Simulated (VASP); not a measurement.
Band structure of AgI (wurtzite). These are vdW-DF2, VASP's PBE PAW potentials (set 64) (plane waves; VASP) values and carry that method's errors.

Unless said otherwise, spin-orbit coupling is left out, though it shifts the bands of the heavy elements here.

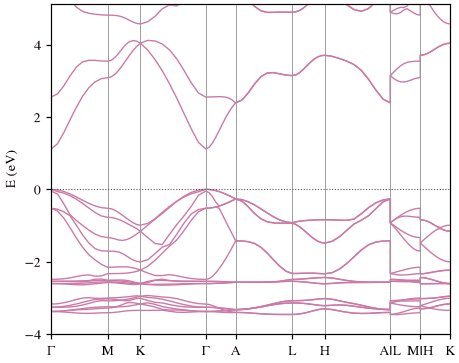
Figure. Bands along high-symmetry lines, zero at the valence-band maximum or, without a gap, the Fermi level

Q: Read the plot: is there a gap, and where are the band edges?

A: The gap is direct, 1.12 eV, from the valence maximum at Γ to the conduction minimum at Γ. (Edges off the drawn lines would not show.)

The compound is AgI in the wurtzite structure. It was relaxed first, which changed the volume by +17 %.
